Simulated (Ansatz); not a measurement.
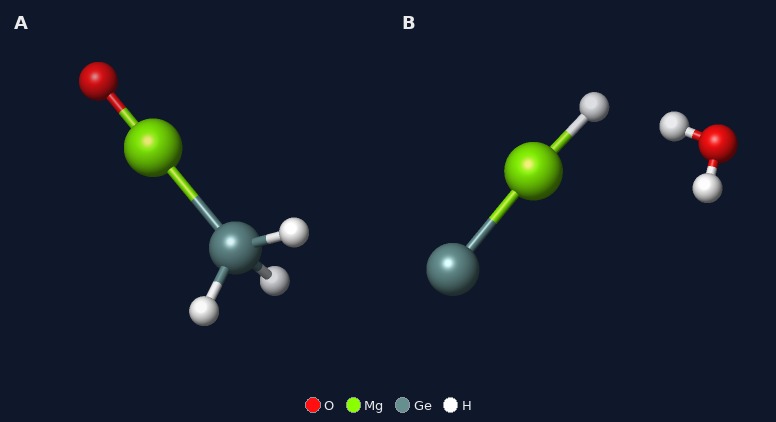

2 stationary structures of one formula. The species has charge −1 and is a spin singlet. Geometries: PBE0-D4/def2-TZVPD. Electronic energies: RHF-CCSD(T) (frozen core)/def2-TZVPPD (Ansatz 0.2.0), without zero-point energy. No frequency run is at hand to confirm each as a minimum.

### Which is lowest in energy, and by how much?

A is lowest; B lies 140.2 kJ/mol above it (Cs).
